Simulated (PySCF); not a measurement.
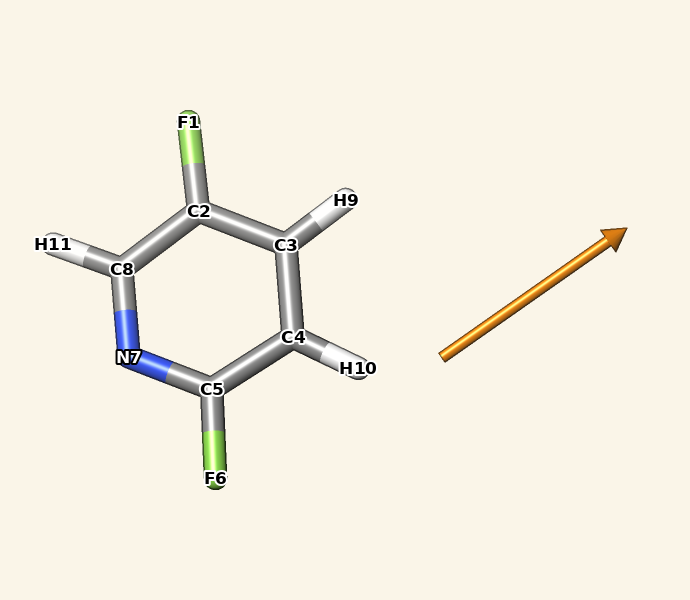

The arrow beside the molecule shows the direction of the dipole moment, from the negative to the positive end (its length means nothing). Computed geometry: GFN2-xTB optimisation. No frequency run is at hand to confirm it as a minimum. Level of theory: CAM-B3LYP/def2-SVPD, gas phase (PySCF 2.14.0).

Estimate the dipole moment.

Answer. 2.40 D; it points from the side of F6, N7, H11 to the side of H9 (the outermost atoms at the two ends).
